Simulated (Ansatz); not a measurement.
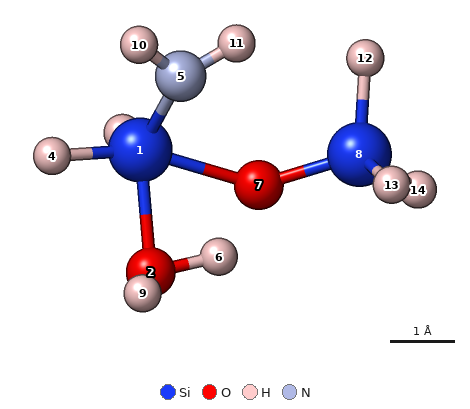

The input geometry (ball-and-stick view, seen at a tilt; atoms are numbered from 1 in the order of the input).

## Si$_{2}$NH$_{9}$O$_{2}$: frequency calculation

The run: frequency calculation of Si$_{2}$NH$_{9}$O$_{2}$. Method and program: UKS PBE/def2-SVP (Ansatz 0.2.0).

It belongs to a series of runs on one base structure; here: vibrations at the highest image of the band. Figures and captions count atoms from 1; the log counts them from 0 in places.

## The input
```yaml
crystal:
  periodic: [false, false, false]
  atoms:
    - { symbol: Si, position_ang: [-1.182573, -0.590722, -0.392063] }
    - { symbol: O, position_ang: [-0.867291, -1.53693, 1.254351] }
    - { symbol: H, position_ang: [-0.936109, -1.604565, -1.465473] }
    - { symbol: H, position_ang: [-2.684797, -0.664, -0.129129] }
    - { symbol: "N", position_ang: [-1.138798, 1.130667, -0.609435] }
    - { symbol: H, position_ang: [0.180983, -1.197094, 1.053742] }
    - { symbol: O, position_ang: [0.766335, -0.586863, 0.026201] }
    - { symbol: Si, position_ang: [2.063347, 0.467258, 0.006019] }
    - { symbol: H, position_ang: [-1.28427, -1.099928, 2.022124] }
    - { symbol: H, position_ang: [-2.019271, 1.630607, -0.745117] }
    - { symbol: H, position_ang: [-0.335878, 1.637329, -0.989675] }
    - { symbol: H, position_ang: [1.993008, 1.345142, -1.220087] }
    - { symbol: H, position_ang: [2.087704, 1.368351, 1.218152] }
    - { symbol: H, position_ang: [3.357808, -0.299254, -0.029709] }
magnetization:
  spin_polarized: true
basis:
  gaussian: { orbitals: def2-SVP }
hamiltonian:
  xc: pbe
phonons: {}
```

Run on 4 threads of Arm Neoverse N1, 16 GiB of memory available, shared host.

Launched with:
```bash
ansatz run input.yaml --threads 4 --pin off --max-ram 5120MiB --backend cpu --events-out ev --progress --plain --runs-dir out
```

## The program's output
```
Engine: ansatz 0.2.0, aarch64-unknown-linux-gnu
Functional definition: PBE
  parameter kappa = 0.804
  parameter beta = 0.06672455060314922
  exchange = pbe_x(kappa = kappa, mu = beta*pi^2/3)
  correlation = pbe_c(beta = beta)
1372 factors; their error is unknown
mean field evaluation 1: about -21449.7329 eV, gradient 6.1e1 eV
mean field evaluation 2: about -21397.5759 eV, gradient 1.2e2 eV
mean field evaluation 4: about -21462.8826 eV, gradient 1.5e1 eV
mean field evaluation 8: about -21463.6377 eV, gradient 2.4e-1 eV
mean field evaluation 16: about -21463.5514 eV, gradient 6.9e-5 eV
mean field -21463.55135735 eV, -788.7709638651 hartree, gradient 1.4e-5 eV, S^2 0.000000; 0 other end points of the search recorded, 0 dependent functions left out
the calculation of the forces begins
reference -21463.55140066 eV, -788.7709654567 hartree; 30, 30 occupied and 93, 93 virtual orbitals, 1372 factors
these checks for a lower state are left out or cut short: stability, starts, cluster_reference, orbital_swaps, neighbouring_geometries, increment
1372 factors; their error is unknown
mean field -21463.55125615 eV, -788.7709601459 hartree, gradient 3.0e-6 eV, S^2 0.000000; 0 other end points of the search recorded, 0 dependent functions left out
[... from here on the field's lines of each further geometry are left out, up to the last ...]
the calculation of the forces begins
reference -21463.55138367 eV, -788.7709648324 hartree; 30, 30 occupied and 93, 93 virtual orbitals, 1372 factors
these checks for a lower state are left out or cut short: stability, starts, cluster_reference, orbital_swaps, neighbouring_geometries, increment
1372 factors; their error is unknown
mean field -21463.55136269 eV, -788.7709640612 hartree, gradient 1.8e-6 eV, S^2 0.000000; 0 other end points of the search recorded, 0 dependent functions left out
the calculation of the forces begins
reference -21463.55140600 eV, -788.7709656527 hartree; 30, 30 occupied and 93, 93 virtual orbitals, 1372 factors
WARN: phonons: modes at or below zero, which the zero-point energy, F, S and C_V leave out: 1, the lowest at -436.86 cm⁻¹. A minimum has none, and a first-order saddle one
Total energy: -21463.55140066 eV, -788.7709654567 hartree
Atom 0 at    -1.182573    -0.590722    -0.392063 Å, force    -0.008978     0.000346    -0.002341 eV/Å
Atom 1 at    -0.867291    -1.536930     1.254351 Å, force     0.004229     0.022185    -0.009281 eV/Å
Atom 2 at    -0.936109    -1.604565    -1.465473 Å, force     0.000144    -0.000909    -0.000591 eV/Å
Atom 3 at    -2.684797    -0.664000    -0.129129 Å, force    -0.001452    -0.001932    -0.002498 eV/Å
Atom 4 at    -1.138798     1.130667    -0.609435 Å, force     0.017644    -0.020504     0.007693 eV/Å
Atom 5 at     0.180983    -1.197094     1.053742 Å, force    -0.012081    -0.006879    -0.005262 eV/Å
Atom 6 at     0.766335    -0.586863     0.026201 Å, force     0.019758     0.014689     0.027978 eV/Å
Atom 7 at     2.063347     0.467258     0.006019 Å, force    -0.005487    -0.008389    -0.010254 eV/Å
Atom 8 at    -1.284270    -1.099928     2.022124 Å, force    -0.004275    -0.005086    -0.000217 eV/Å
Atom 9 at    -2.019271     1.630607    -0.745117 Å, force    -0.005235    -0.001415    -0.001189 eV/Å
Atom 10 at    -0.335878     1.637329    -0.989675 Å, force    -0.006905     0.008945     0.001559 eV/Å
Atom 11 at     1.993008     1.345142    -1.220087 Å, force    -0.001574     0.001157    -0.001374 eV/Å
Atom 12 at     2.087704     1.368351     1.218152 Å, force     0.003120    -0.002174     0.000244 eV/Å
Atom 13 at     3.357808    -0.299254    -0.029709 Å, force     0.001092    -0.000034    -0.004465 eV/Å
Dipole moment:    -0.105840     0.317102     0.338230 e Å
Vibrations: -436.86 39.23 79.86 123.27 137.08 314.30 367.52 411.16 462.29 483.83 517.51 648.65 670.62 698.77 707.05 720.07 786.35 837.05 900.70 910.83 921.89 955.97 991.36 1017.18 1102.11 1306.52 1483.80 2006.56 2041.92 2132.40 2139.95 2163.97 2184.10 3486.04 3597.54 3713.70 cm⁻¹, zero-point energy 2.545467 eV
```

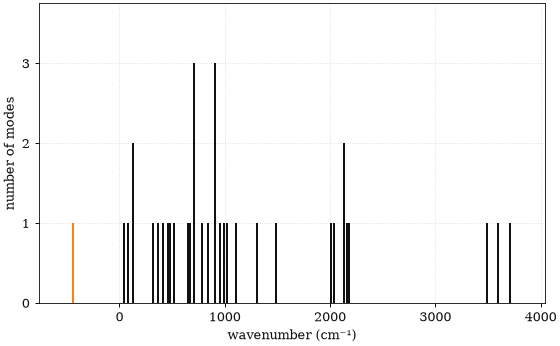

Harmonic vibrational wavenumbers from the force constants; neighbouring modes closer than 19 cm⁻¹ are counted in one stick, and imaginary ones are drawn at negative wavenumbers. 36 modes from 437i to 3714 cm⁻¹, 1 imaginary beyond 8i (437i cm⁻¹): a first-order saddle point, if the geometry is stationary.

## Key numbers

- outcome: converged
- total energy: −21463.5514 eV
- mean-field energy: −21463.5514 eV
- largest force (length of the vector): 0.037 eV/Å
- wall time: 2.9 min (CPU time 11 min)
- peak memory: 0.21 GiB
